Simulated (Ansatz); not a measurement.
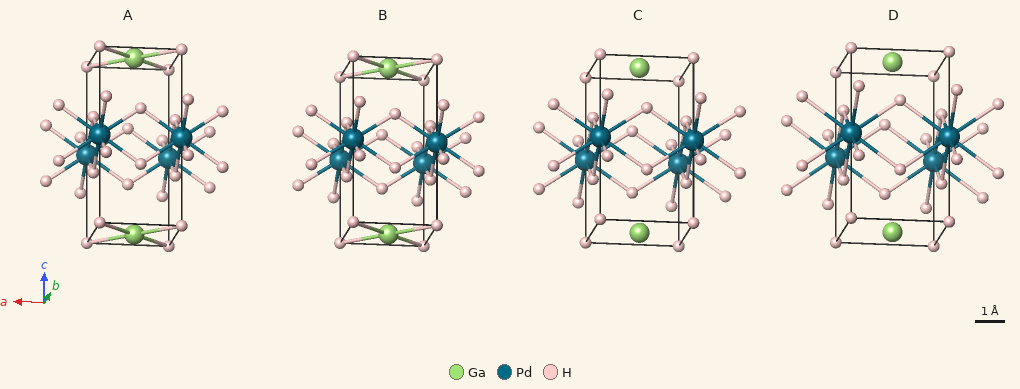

4 geometries from one relaxation of a crystal of GaH5Pd (built on the MgPPd5-123 type type), in shuffled order. The picture is a ball-and-stick view of the cell of the calculation, seen from a free direction.

Level of theory: DFT, PBEsol, plane waves, PAW in Ansatz 0.2.0. Settings: plane-wave cutoff 420 eV; k-point mesh 6 × 6 × 4; occupations fermi dirac; smearing width 0.03 eV; no spin polarisation; cell and atoms relaxed; force threshold 0.01 eV/Å; at most 120 steps.

Order the frames from highest to lowest energy.

Answer. D, C, B, A. They are steps 0, 1, 3, 10, at +3.454 eV per cell of the calculation, +1.796 eV per cell of the calculation, +92.5 meV per cell of the calculation relative to the last. Over 8 accepted moves (10 points after the start) the energy falls by 3.454 eV per cell of the calculation. Largest force component: 1.2 eV/Å at the start, under 0.0001 eV/Å at the end. The pressure goes from −19.54 to 0.00 GPa. The SCF was repeated twice at an unchanged geometry on a basis and grid sized afresh for the cell, which shifted the energy by 8.3 meV per cell of the calculation at most. The largest moves relative to the cell, 0.29 Å, are those of H atoms. Pd and Ga stay in place. The drawn cell changes as follows: a = b 3.517 → 2.938 Å (−16.5 %), c 6.226 → 6.457 Å (+3.7 %); the volume changes by −27.6 %. Near-neighbour distances that change, for instance: Ga–H 2.487 → 2.078 Å, H–Pd 2.168 → 1.789 Å. The space group stays P4/mmm (No. 123).
